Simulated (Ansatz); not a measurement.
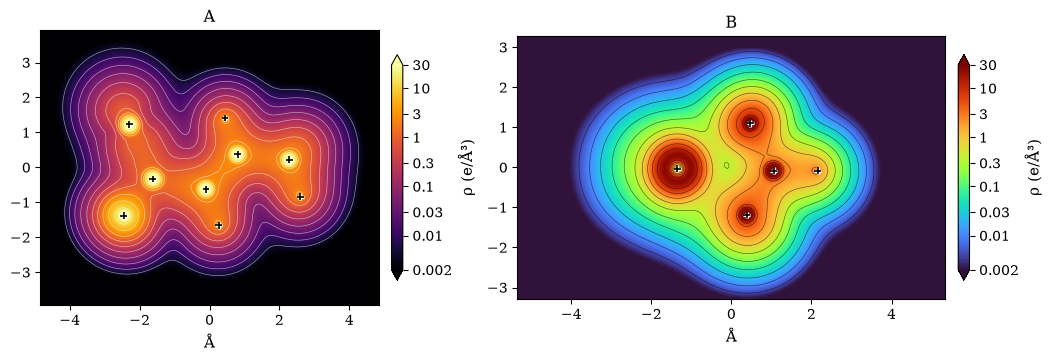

The total electron density of 2 systems, each on a plane through atoms (crosses mark nuclei in the plane).

Computed with RKS PBE0-D4/def2-SVP (Ansatz).

System 1: C3H7B2F (SMILES BB(F)C=CC), the plane of atoms B1, B2 and F3. 

```yaml
atoms:
  - { symbol: B, position_ang: [-0.3081, -2.8121, -0.5159] }
  - { symbol: B, position_ang: [0.6097, -1.4316, -0.1313] }
  - { symbol: F, position_ang: [1.9327, -1.5796, 0.0447] }
  - { symbol: C, position_ang: [0.0161, -0.0103, 0.0293] }
  - { symbol: C, position_ang: [-1.2981, 0.2309, -0.1379] }
  - { symbol: C, position_ang: [-1.9824, 1.5461, -0.0124] }
  - { symbol: H, position_ang: [-0.8038, -3.5161, 0.3373] }
  - { symbol: H, position_ang: [-0.5085, -3.1582, -1.6599] }
  - { symbol: H, position_ang: [0.6707, 0.8351, 0.2850] }
  - { symbol: H, position_ang: [-1.9566, -0.6136, -0.3955] }
  - { symbol: H, position_ang: [-2.7707, 1.5046, 0.7584] }
  - { symbol: H, position_ang: [-2.4896, 1.8136, -0.9550] }
  - { symbol: H, position_ang: [-1.2795, 2.3506, 0.2477] }
```

System 2: CH4N2OSn, the plane of atoms N3, C4 and H9. Core potentials replace the inner electrons of Sn.

```xyz
9

N    -0.3032    0.0365   -1.9760
Sn    0.2209   -0.7041   -0.1971
N     1.4210    0.4634    1.0462
C     0.3817    0.6368    1.7928
O    -0.7971    0.1144    1.5133
H    -0.9671   -0.4694   -2.5531
H    -0.4315    1.0396   -2.0617
H     0.1276   -2.4074   -0.2969
H     0.4361    1.2439    2.7154
```

> Match each panel to its system.

Panel A is system 1, C3H7B2F: the plane holds B, F, C and H. B–F (1.34 Å): ρ is about 2 e/Å³ halfway. Panel B is system 2, CH4N2OSn: the plane holds Sn, N, C, O and H. C–N (1.29 Å): ρ is about 2.7 e/Å³ halfway.
